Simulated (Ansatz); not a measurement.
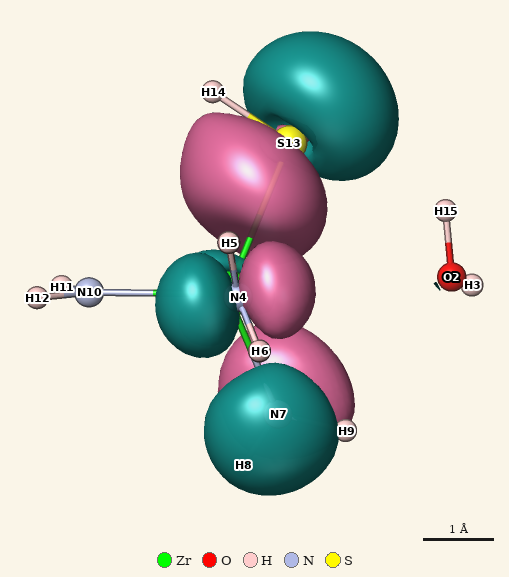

H₇N₃SZr···H₂O. The HOMO−1 at ±0.1 Å⁻³ᐟ² (teal and pink are the two phases), seen at a tilt.

Core potentials replace the inner electrons of Zr; not at a stationary point (largest force 1.2 eV/Å).

Method: RHF/def2-SVP in Ansatz 0.2.0.

Input

```
crystal:
  periodic: [false, false, false]
  atoms:
    - { symbol: Zr, position_ang: [0.0, 0.0, 0.0] }
    - { symbol: O, position_ang: [0.0, 0.0, 2.42] }
    - { symbol: H, position_ang: [-0.9095, -0.2814, 2.7571] }
    - { symbol: "N", position_ang: [2.084, 0.0, -0.7359] }
    - { symbol: H, position_ang: [2.5823, -0.918, -0.9166] }
    - { symbol: H, position_ang: [2.5853, 0.918, -0.9082] }
    - { symbol: "N", position_ang: [-1.0409, 1.8034, -0.7359] }
    - { symbol: H, position_ang: [-2.061, 1.7482, -1.0186] }
    - { symbol: H, position_ang: [-0.5204, 2.7241, -0.8065] }
    - { symbol: "N", position_ang: [-1.0409, -1.8034, -0.7359] }
    - { symbol: H, position_ang: [-1.5759, -2.4197, -0.0595] }
    - { symbol: H, position_ang: [-1.0055, -2.0526, -1.7656] }
    - { symbol: S, position_ang: [1.0605, -2.488, 0.8987] }
    - { symbol: H, position_ang: [0.1806, -3.5219, 0.5568] }
    - { symbol: H, position_ang: [0.5391, -1.2648, 2.1622] }
basis:
  gaussian: { orbitals: def2-SVP }
hamiltonian:
  xc: hf
relax:
  f_tol: 0.15
  max_steps: 25
  restrain:
    - { distance: [0, 12], at: 2.55, k: 30.0 }
    - { distance: [14, 1], at: 1.01, k: 30.0 }
    - { distance: [0, 1], at: 3.27, k: 30.0 }
    - { distance: [14, 12], at: 2.6, k: 30.0 }
output:
  orbitals: {}
```

Launched as:

```sh
ansatz run input.yaml --threads 4 --pin off --max-ram 5120MiB --backend cpu --events-out ev --progress --plain --runs-dir out
```

The fields are those of the run's last geometry, not of the input's.

Describe this orbital and give its energy.

Answer. It lies mainly on S13 (about 40 %), N7 (about 25 %), Zr1 (about 15 %) and N4 (about 10 %); largely a combination of lone pairs on S13, N7 and N4. Its energy is −10.17 eV.
